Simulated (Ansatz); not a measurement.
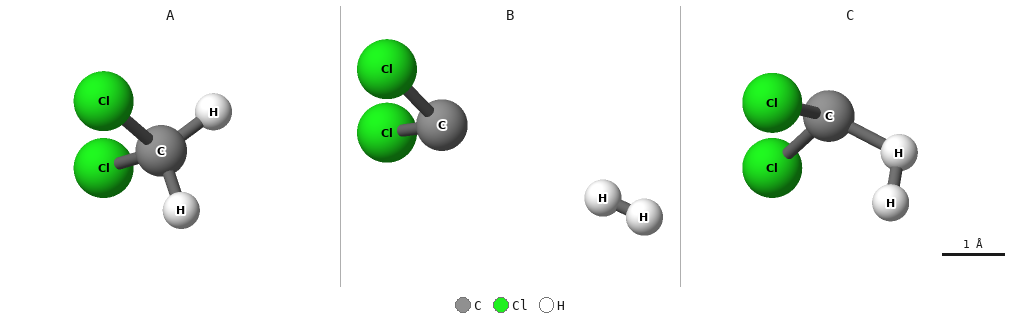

Three geometries of CH2Cl2: a saddle point and the two minima that it joins, in shuffled order. The picture is a ball-and-stick view, seen from a free direction. Sticks join atoms that are closer than about 1.2 times the sum of their covalent radii (a little more with hydrogen).

Stationary points at PBE0-D4/def2-TZVP, single-point energies with wB97X-V, CCSD(T), BLYP-D4, B3LYP-D4, PBE-QIDH, RPA@PBE (def2-TZVPP where no basis is named; Ansatz 0.2.0). The energies are electronic, without zero-point or thermal terms, and both ends are the minima reached downhill from the saddle, with any fragments still in contact.

Which frame is the transition state, what reaction does it lead through, and what barrier is to be expected?

Answer. Frame C is the saddle point. Counted by bonded pieces, B holds CCl₂ + H₂ and A holds CH₂Cl₂. From B over the saddle to A, bonds form: C–H (2.90 → 1.31 → 1.09 Å), C–H (3.65 → 1.81 → 1.09 Å). A bond breaks: H–H (0.75 → 0.88 → 1.79 Å). The saddle has one imaginary mode, 952i cm⁻¹. With wB97X-V the barrier is 0.73 eV from B and 4.53 eV from A, and A lies 3.79 eV below B.

```tsv
level	barrier from B (eV)	barrier from A (eV)	A less B (eV)
wB97X-V	0.73	4.53	−3.79
CCSD(T)	0.77	4.40	−3.63
BLYP-D4	0.63	3.94	−3.32
B3LYP-D4	0.66	4.25	−3.59
PBE-QIDH	0.64	4.60	−3.95
RPA@PBE	0.88	4.29	−3.41
```

At 2 of the 3 structures the mean-field solution behind CCSD(T), PBE-QIDH isn't stable (a lower one of broken symmetry exists), so those energies are less reliable.

Limits of the set-up: the start holds two separate molecules, 2.9 Å apart at their closest, whose relative position is a soft coordinate.
